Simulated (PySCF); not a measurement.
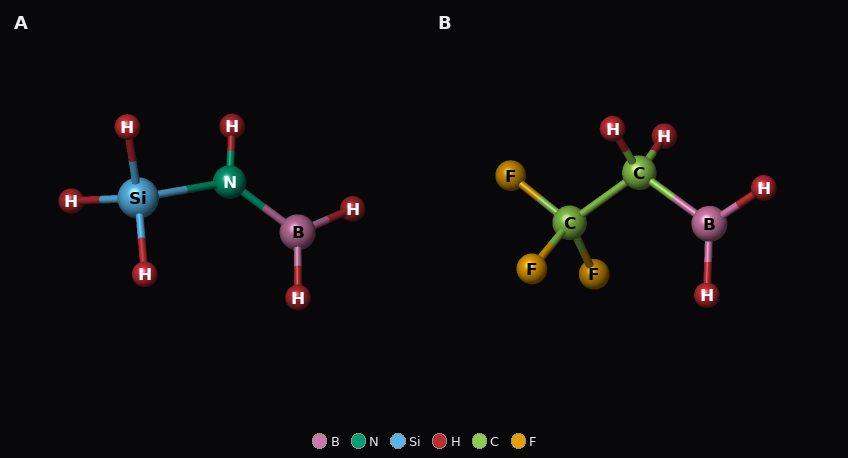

Two related species, optimised with GFN2-xTB; properties computed with PySCF 2.14.0. Both: charge 0, singlet.

Identify both.

Answer. A is BH6NSi (BN[SiH3]), B is C2H4BF3 (BCC(F)(F)F).

Compare them. With ωB97X-D/def2-SVPD: dipole moment (D), HOMO–LUMO gap (eV), HOMO energy (Kohn–Sham orbital) (eV), lowest vertical singlet excitation (eV), mean static polarisability (bohr³). With GFN2-xTB: mean B–H length (Å).

```
                               quantity       A       B
                      dipole moment (D)    1.42    2.47
                     HOMO–LUMO gap (eV)   12.11   11.99
   HOMO energy (Kohn–Sham orbital) (eV)  −10.34  −11.94
lowest vertical singlet excitation (eV)    7.08    6.23
     mean static polarisability (bohr³)    49.9    41.0
                    mean B–H length (Å)   1.172   1.165
```

Each is one conformer, and no frequency run is at hand to confirm it as a minimum.

The geometry is semi-empirical. Around B, Si such bond lengths and angles can be off by a tenth of an ångström or more and by several degrees, and values that hang on the shape move with them.
